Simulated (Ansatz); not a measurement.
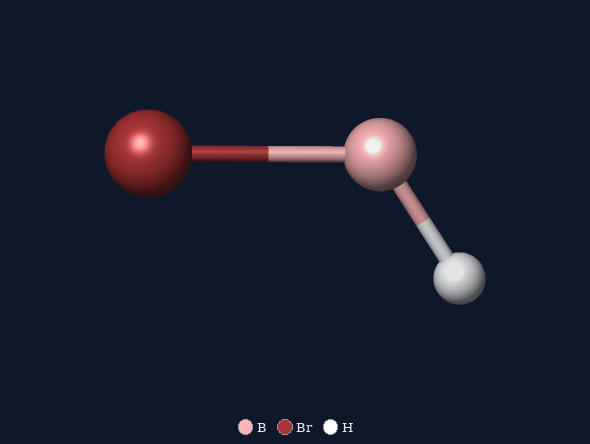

Every bond is drawn as one stick, whatever its order.

State: neutral, doublet. The computed structure is the end point of a PBE0-D4/def2-TZVP optimisation.

Describe the molecule.

Formula BBrH. Its SMILES string is `[BH]Br`. Among its groups: B–H bond. It is an open-shell species. Coordination: 1 B bent.

The parts below concern this one geometry. Atoms keep their numbers from picture to picture.

## Geometry

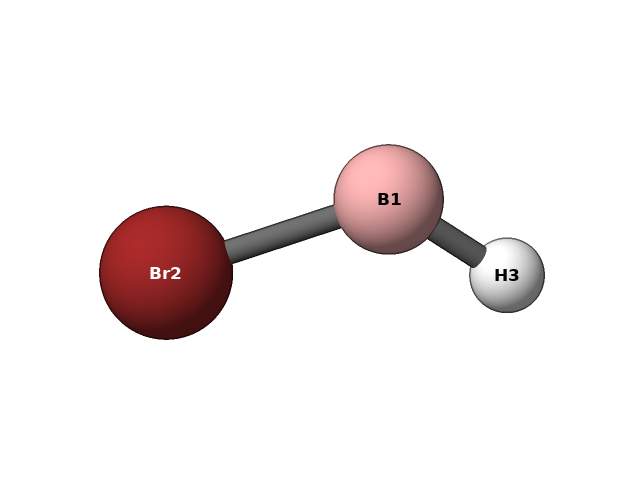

The atoms are numbered.

Estimate the angles Br2–B1–H3.

| angle | degrees |
| --- | --- |
| Br2–B1–H3 | 123.6 |

## Vibrations

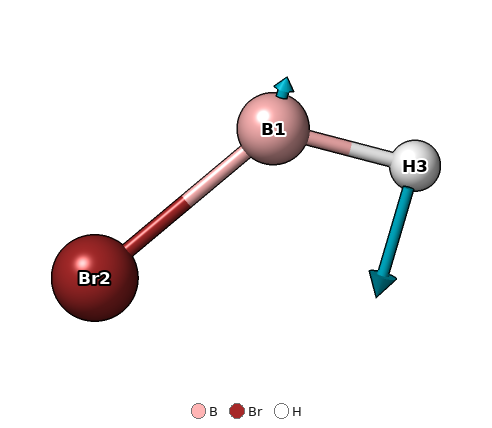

The arrows show one normal mode. Harmonic vibrations computed with UKS PBE0-D4/def2-TZVP (Ansatz 0.2.0) at a stationary point of the same level.

Question: What kind of motion is it?

Answer: Mostly Br–B–H bending.

Question: Estimate its harmonic wavenumber.

Answer: 837 cm⁻¹; it is mode 2 of 3 counted from the lowest.

## Electronic properties

Level of theory: UKS B3LYP-D4/def2-TZVPP (Ansatz 0.2.0).

Question: What is the ⟨S²⟩ of the determinant?

Answer: 0.753.

Question: What is the dipole moment?

Answer: 0.49 D.

Question: Estimate the HOMO energy (Kohn–Sham orbital).

Answer: −5.88 eV.

## Charges

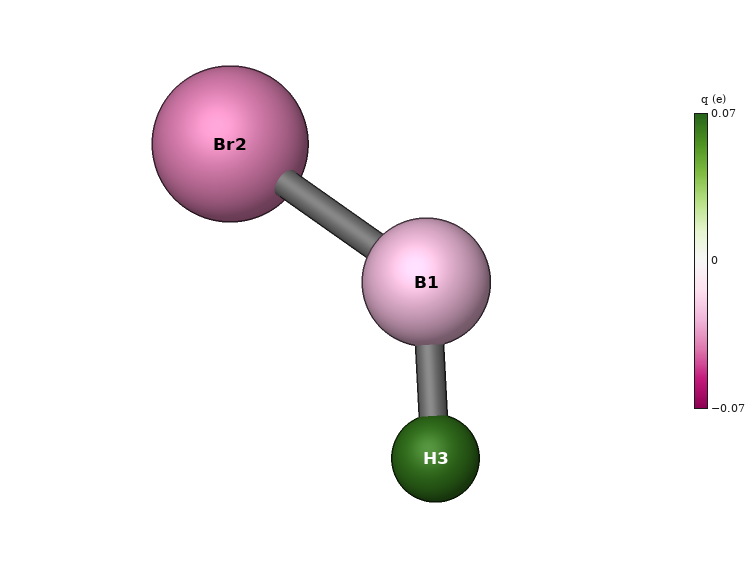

Atoms are coloured by their Mulliken charges. Properties computed with UKS PBE0-D4/def2-TZVP (Ansatz 0.2.0).

List the Mulliken charges.

```json
{"atom": "B1", "value (e)": "−0.03"}
{"atom": "Br2", "value (e)": "−0.04"}
{"atom": "H3", "value (e)": "0.07"}
```

Mulliken values depend strongly on the basis set and can even reverse the polarity of a bond.
